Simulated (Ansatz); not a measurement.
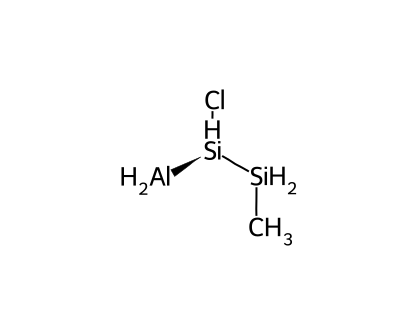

Structural formula above. The computed structure is the end point of a PBE0-D4/def2-TZVP optimisation. No frequency run is at hand to confirm it as a minimum.

What does the molecule look like in three dimensions?

It has 13 atoms: 1 carbon, 8 hydrogen, 1 aluminium, 1 chlorine and 2 silicon (CH₈AlClSi₂). As SMILES it reads `C[SiH2][Si@@H]([AlH2])Cl`. Among its groups: Si–H bond. This geometry has C1 symmetry. Coordination: 1 C tetrahedral; 2 Si tetrahedral; 1 Al trigonal planar.

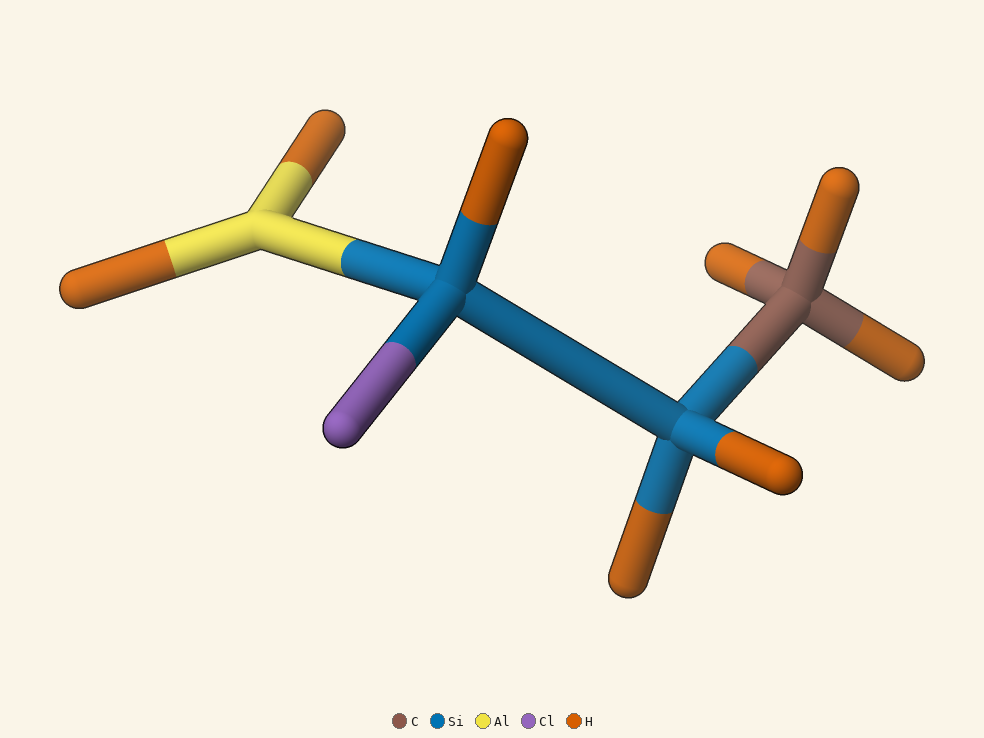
